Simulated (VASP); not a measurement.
Energy against volume of Ni3Al (L1_2). These are LDA (Ceperley-Alder, Perdew-Zunger), VASP's LDA PAW potentials (set 64) (plane waves; VASP) values and carry that method's errors.

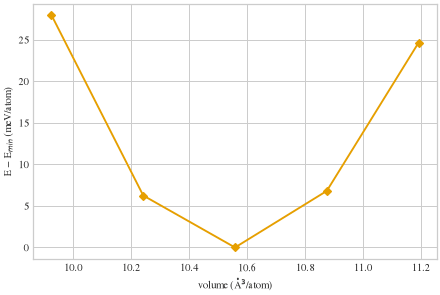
Figure: Energy against volume

Task: Estimate the equilibrium volume and the bulk modulus.

Result: The minimum lies near 10.5 Å³/atom, and the curvature gives B0 of about 220 GPa.

Measured: bulk modulus 174 GPa (computed value off by +27.1 %), as given by Nikolai A. Zarkevich et al., Crystals (2023), arXiv:2304.06869; a 3.572 Å (computed value off by -2.5 %), as given by Tensorial elastic properties and stability of interface states associated with Σ5(210) grain boundaries in Ni3(Al,Si). The calculation is for a static lattice, while the measured bulk modulus, a hold thermal and zero-point effects, which are part of the difference.

The compound is Ni3Al in the L1_2 structure. It was relaxed first, which changed the volume by -7 %.
